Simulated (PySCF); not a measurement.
Consider C4H9ClO2Si.

```xyz
17

C    -2.1678    0.1927    0.5740
C    -1.1311   -0.6255   -0.1905
O     0.0623   -0.8268    0.5842
C     0.9697    0.2193    0.4231
C     2.3564   -0.3503    0.7043
Cl    3.5444    0.9487    0.8167
O     0.9110    0.7414   -0.8681
Si   -0.3920    0.2567   -1.7291
H    -1.8167    1.2098    0.7354
H    -3.0925    0.2297    0.0045
H    -2.3649   -0.2611    1.5435
H    -1.5150   -1.6330   -0.3600
H     0.7548    1.0438    1.1282
H     2.6493   -1.0111   -0.1110
H     2.3448   -0.8896    1.6504
H    -1.1349    1.4373   -2.1386
H     0.0150   -0.6699   -2.7771
```

Geometry: GFN2-xTB.

All numbers below come from wB97X-D/def2-SVPD, SCF density, gas phase in PySCF.

Question: What will maps of the electron density and electron localisation function show?

Answer: C–Si (1.92 Å): ρ is about 0.94 e/Å³ halfway; the ELF peaks at about 1 between the atoms: a shared electron pair.
C–H (1.09 Å): ρ is about 2 e/Å³ halfway; the ELF climbs to about 1 towards the hydrogen, as it does in any bond to H: an ordinary covalent bond to hydrogen.

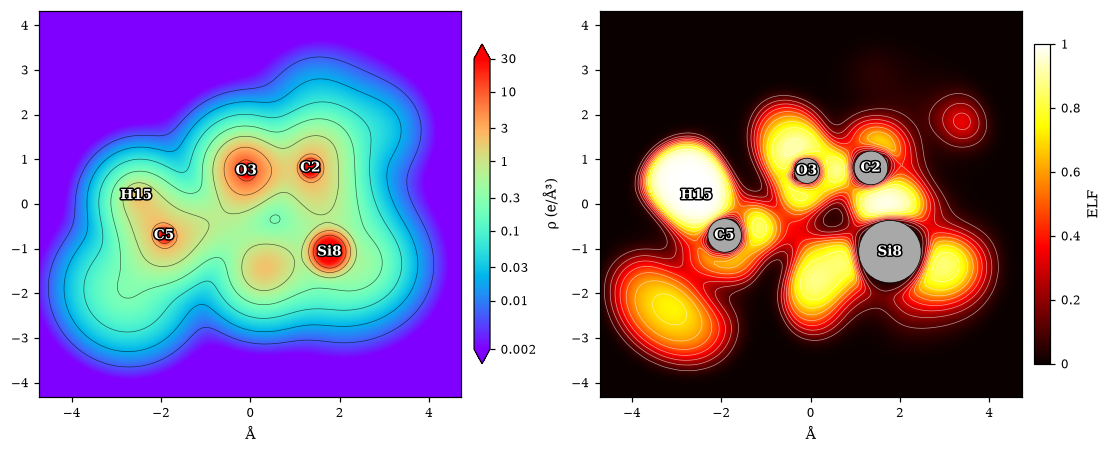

Computed electron density and electron localisation function on the plane of atoms O3, C2 and Si8, in this order. Grey discs cover the atomic cores in the ELF map. 
